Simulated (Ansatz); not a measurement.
**Geometry relaxation, with input and output: C4H9Cl3Ge (part 2 of 2)**

Continued. System: C4H9Cl3Ge, SMILES CC(C)[CH2][Ge]([Cl])([Cl])[Cl]. Method: RKS PBE0-D4/def2-TZVP (Ansatz 0.2.0). The geometry: PBE-D4/def2-SVP start.

### Trajectory as extended XYZ (Å, eV, eV/Å), 6 of the 10 frames kept, from step=1 to step=10
```
17
Properties=species:S:1:pos:R:3:forces:R:3 step=1 energy=-98363.96974
C    -0.1952   -1.9902    0.6721    0.0206  -0.1739   0.1353
C    -0.3338   -0.6372   -0.0415   -0.0335  -0.0566  -0.2722
C    -1.5105    0.1698    0.5207   -0.1527   0.1015   0.1195
C     0.9957    0.1330    0.0440    0.2283  -0.0404   0.1851
Ge    1.0767    1.7771   -1.0202   -0.0518   0.1439  -0.0953
Cl    3.1367    2.3432   -1.3959   -0.5164  -0.1235   0.0776
Cl    0.1216    3.4693   -0.0497    0.2704  -0.3821  -0.2710
Cl    0.1020    1.4999   -2.9414    0.2534   0.1089   0.4580
H    -1.1321   -2.5779    0.5884    0.4432   0.3041   0.0252
H     0.0169   -1.8500    1.7533   -0.0993  -0.0452  -0.5118
H     0.6263   -2.5990    0.2424   -0.3884   0.3166   0.1909
H    -0.5353   -0.8366   -1.1178    0.0799   0.0748   0.5209
H    -1.3355    0.4409    1.5836   -0.0665  -0.1383  -0.5014
H    -1.6802    1.1122   -0.0378    0.0887  -0.4578   0.2472
H    -2.4487   -0.4187    0.4737    0.4701   0.2639   0.0071
H     1.2274    0.4407    1.0868   -0.1207  -0.1638  -0.4864
H     1.8489   -0.4769   -0.3205   -0.4254   0.2680   0.1714
17
Properties=species:S:1:pos:R:3:forces:R:3 step=3 energy=-98364.04865
C    -0.1914   -1.9722    0.6718    0.0105   0.0240  -0.0012
C    -0.3333   -0.6360   -0.0462   -0.0079   0.0118  -0.0166
C    -1.5019    0.1611    0.5136    0.0114  -0.0079  -0.0042
C     0.9822    0.1345    0.0401   -0.0051   0.0048  -0.0026
Ge    1.0678    1.7683   -1.0070   -0.0245  -0.0256   0.0154
Cl    3.1013    2.3151   -1.3851   -0.0018  -0.0087   0.0014
Cl    0.1516    3.4531   -0.0582    0.0090   0.0136   0.0041
Cl    0.1086    1.5156   -2.9034   -0.0052   0.0107  -0.0174
H    -1.1126   -2.5537    0.5918   -0.0077  -0.0023  -0.0029
H     0.0164   -1.8215    1.7350    0.0039  -0.0003   0.0180
H     0.6211   -2.5690    0.2515    0.0128  -0.0055  -0.0028
H    -0.5350   -0.8409   -1.1034   -0.0032  -0.0051  -0.0158
H    -1.3227    0.4314    1.5583   -0.0020   0.0048   0.0151
H    -1.6772    1.0852   -0.0413    0.0005   0.0062  -0.0088
H    -2.4214   -0.4258    0.4730   -0.0110  -0.0099  -0.0009
H     1.2076    0.4228    1.0715    0.0076   0.0034   0.0189
H     1.8198   -0.4683   -0.3216    0.0127  -0.0140   0.0002
17
Properties=species:S:1:pos:R:3:forces:R:3 step=5 energy=-98364.04950
C    -0.1883   -1.9700    0.6774   -0.0018   0.0035  -0.0019
C    -0.3314   -0.6397   -0.0510   -0.0053  -0.0006   0.0097
C    -1.5031    0.1585    0.5011    0.0059  -0.0054  -0.0072
C     0.9817    0.1329    0.0408   -0.0024   0.0071  -0.0091
Ge    1.0623    1.7693   -1.0014    0.0013  -0.0053   0.0053
Cl    3.0975    2.2972   -1.3984   -0.0001  -0.0006  -0.0029
Cl    0.1733    3.4594   -0.0354    0.0062   0.0016   0.0037
Cl    0.0816    1.5382   -2.8901   -0.0031   0.0051  -0.0052
H    -1.1083   -2.5542    0.6001   -0.0014  -0.0025  -0.0013
H     0.0168   -1.8097    1.7402    0.0006  -0.0031   0.0051
H     0.6267   -2.5687    0.2640    0.0052   0.0016   0.0008
H    -0.5273   -0.8510   -1.1086   -0.0017   0.0003   0.0025
H    -1.3264    0.4356    1.5447   -0.0044  -0.0007   0.0066
H    -1.6779    1.0797   -0.0596   -0.0033  -0.0029  -0.0064
H    -2.4219   -0.4303    0.4618   -0.0011   0.0011  -0.0028
H     1.2029    0.4190    1.0742    0.0035   0.0052   0.0032
H     1.8226   -0.4667   -0.3196    0.0020  -0.0045  -0.0001
17
Properties=species:S:1:pos:R:3:forces:R:3 step=6 energy=-98364.04997
C    -0.1850   -1.9686    0.6904    0.0052   0.0087   0.0040
C    -0.3279   -0.6478   -0.0556   -0.0217   0.0022  -0.0047
C    -1.5077    0.1521    0.4772    0.0183   0.0004  -0.0004
C     0.9802    0.1318    0.0404    0.0158  -0.0005  -0.0035
Ge    1.0590    1.7733   -0.9939    0.0158   0.0301  -0.0059
Cl    3.0921    2.2793   -1.4364   -0.0181  -0.0140   0.0041
Cl    0.2258    3.4671    0.0168   -0.0042  -0.0209  -0.0123
Cl    0.0349    1.5802   -2.8648   -0.0008   0.0044   0.0194
H    -1.1017   -2.5582    0.6157   -0.0020   0.0031  -0.0051
H     0.0127   -1.7922    1.7522   -0.0016  -0.0099   0.0004
H     0.6355   -2.5696    0.2909    0.0025   0.0070   0.0012
H    -0.5129   -0.8716   -1.1127   -0.0046   0.0016   0.0062
H    -1.3393    0.4428    1.5186   -0.0097  -0.0032   0.0049
H    -1.6818    1.0661   -0.0960   -0.0015  -0.0097  -0.0066
H    -2.4241   -0.4406    0.4385   -0.0001   0.0026  -0.0041
H     1.1943    0.4169    1.0757    0.0090   0.0113   0.0004
H     1.8268   -0.4614   -0.3169   -0.0023  -0.0133   0.0019
17
Properties=species:S:1:pos:R:3:forces:R:3 step=8 energy=-98364.04993 accepted=F
C    -0.1859   -1.9686    0.6960    0.0354   0.0165   0.0116
C    -0.3244   -0.6487   -0.0492   -0.0123   0.0390  -0.0950
C    -1.5061    0.1526    0.4714   -0.0370  -0.0206   0.0071
C     0.9841    0.1321    0.0394   -0.0136  -0.0243   0.0358
Ge    1.0592    1.7758   -0.9923    0.0003  -0.0183   0.0016
Cl    3.0894    2.2714   -1.4531   -0.0036  -0.0011   0.0015
Cl    0.2367    3.4650    0.0316   -0.0018   0.0014   0.0019
Cl    0.0132    1.5943   -2.8509   -0.0043   0.0003  -0.0048
H    -1.0978   -2.5631    0.6054   -0.0032   0.0012   0.0000
H    -0.0040   -1.7934    1.7603    0.0013  -0.0141   0.0195
H     0.6447   -2.5613    0.3056    0.0008  -0.0135   0.0065
H    -0.5089   -0.8751   -1.1054    0.0024  -0.0075  -0.0190
H    -1.3496    0.4469    1.5130   -0.0028   0.0099   0.0203
H    -1.6771    1.0617   -0.1097   -0.0027   0.0079   0.0003
H    -2.4205   -0.4433    0.4247   -0.0013   0.0165   0.0080
H     1.2019    0.4189    1.0733    0.0190   0.0058   0.0077
H     1.8259   -0.4659   -0.3198    0.0236   0.0009  -0.0027
17
Properties=species:S:1:pos:R:3:forces:R:3 step=10 energy=-98364.05039
C    -0.1842   -1.9670    0.6943    0.0007   0.0010  -0.0007
C    -0.3250   -0.6473   -0.0536    0.0019   0.0013  -0.0013
C    -1.5079    0.1525    0.4707   -0.0002   0.0005   0.0001
C     0.9843    0.1313    0.0421    0.0000   0.0020   0.0014
Ge    1.0598    1.7735   -0.9916   -0.0010  -0.0023   0.0010
Cl    3.0890    2.2701   -1.4550    0.0004  -0.0005  -0.0004
Cl    0.2371    3.4634    0.0314   -0.0008   0.0017   0.0011
Cl    0.0111    1.5907   -2.8490   -0.0003  -0.0001  -0.0018
H    -1.0972   -2.5608    0.6071    0.0005  -0.0004  -0.0004
H    -0.0001   -1.7921    1.7586   -0.0011  -0.0004   0.0014
H     0.6443   -2.5627    0.3037   -0.0002  -0.0010   0.0005
H    -0.5070   -0.8736   -1.1105   -0.0004  -0.0011  -0.0014
H    -1.3496    0.4454    1.5130   -0.0004  -0.0003   0.0004
H    -1.6796    1.0637   -0.1075   -0.0004   0.0003   0.0006
H    -2.4232   -0.4414    0.4252   -0.0006   0.0005   0.0001
H     1.2004    0.4190    1.0764    0.0007  -0.0001   0.0005
H     1.8287   -0.4653   -0.3147    0.0012  -0.0011  -0.0011
```

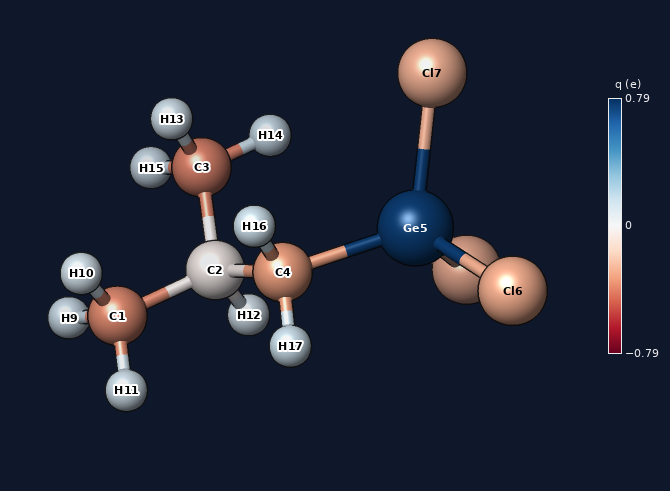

Figure 1. Mulliken charges, as the colour of each atom (ball-and-stick view, seen at a tilt; atoms are numbered from 1 in the order of the input; Mulliken charges depend strongly on the basis). By element: C −0.38 to −0.05, Ge +0.75, Cl −0.28 to −0.27 and H +0.10 to +0.16 e.

The run was set up as follows.

### The input
```yaml
crystal:
  periodic: [false, false, false]
  atoms:
    - {symbol: C, position_ang: [-0.195165, -1.990179, 0.672131]}
    - {symbol: C, position_ang: [-0.333768, -0.637165, -0.041468]}
    - {symbol: C, position_ang: [-1.510457, 0.169821, 0.520731]}
    - {symbol: C, position_ang: [0.995688, 0.133013, 0.044029]}
    - {symbol: Ge, position_ang: [1.076729, 1.777072, -1.020167]}
    - {symbol: Cl, position_ang: [3.136658, 2.343182, -1.395919]}
    - {symbol: Cl, position_ang: [0.121550, 3.469271, -0.049657]}
    - {symbol: Cl, position_ang: [0.101969, 1.499883, -2.941410]}
    - {symbol: H, position_ang: [-1.132093, -2.577926, 0.588407]}
    - {symbol: H, position_ang: [0.016867, -1.850003, 1.753316]}
    - {symbol: H, position_ang: [0.626334, -2.599016, 0.242386]}
    - {symbol: H, position_ang: [-0.535317, -0.836601, -1.117804]}
    - {symbol: H, position_ang: [-1.335465, 0.440880, 1.583566]}
    - {symbol: H, position_ang: [-1.680218, 1.112191, -0.037829]}
    - {symbol: H, position_ang: [-2.448746, -0.418698, 0.473731]}
    - {symbol: H, position_ang: [1.227440, 0.440707, 1.086768]}
    - {symbol: H, position_ang: [1.848894, -0.476932, -0.320510]}
basis:
  gaussian: {orbitals: def2-TZVP}
hamiltonian: {xc: pbe0, dispersion: d4}
relax: {f_tol: 0.005, max_steps: 150}
```

Launch command:
```bash
ansatz run in.yaml --threads 5 --pin off --events-out ev --progress --plain --max-ram 66560MiB --backend cuda --devices 0, --max-vram 37GiB
```

### Summary

- outcome: converged
- total energy: −98364.0504 eV
- mean-field energy: −98363.5586 eV
- dispersion energy: −0.4918 eV
- SCF solution under orbital rotations: stable
- largest force (length of the vector) at the end: 0.003 eV/Å
- dipole moment: 3.19 D
- hardware: 5 CPU threads, shared host
- wall time: 36 s (CPU time 36 s)
- peak memory: 1.1 GiB
